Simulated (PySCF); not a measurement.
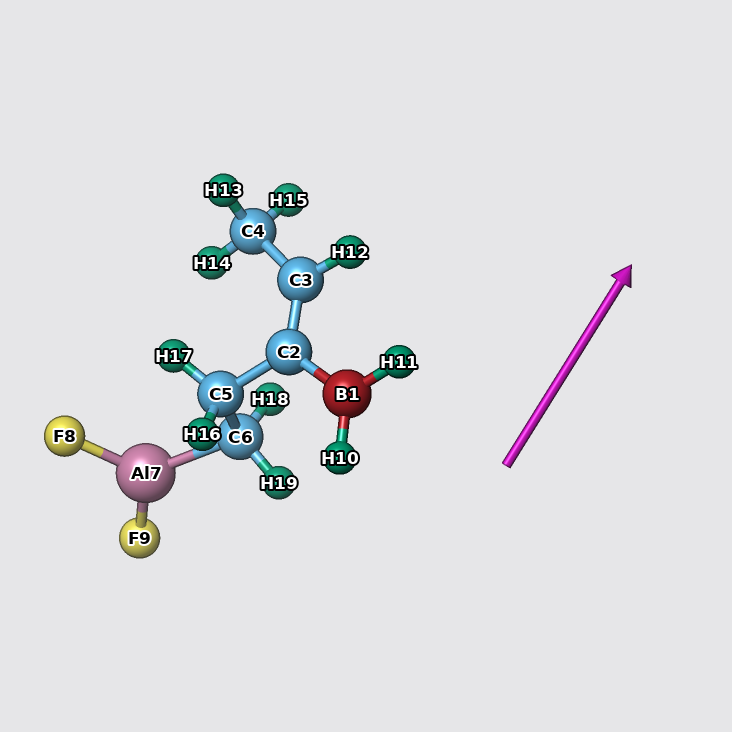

The arrow beside the molecule shows the direction of the dipole moment, from the negative to the positive end (its length means nothing). Computed geometry: GFN2-xTB optimisation. No frequency run is at hand to confirm it as a minimum. Method: PBE0/pcSseg-1, gas phase (PySCF 2.14.0).

Estimate the dipole moment.

Answer. 2.55 D; it points from the side of F9 to the side of H12, H15 (the outermost atoms at the two ends).

The geometry is semi-empirical. Around Al, B such bond lengths and angles can be off by a tenth of an ångström or more and by several degrees, and values that hang on the shape move with them.
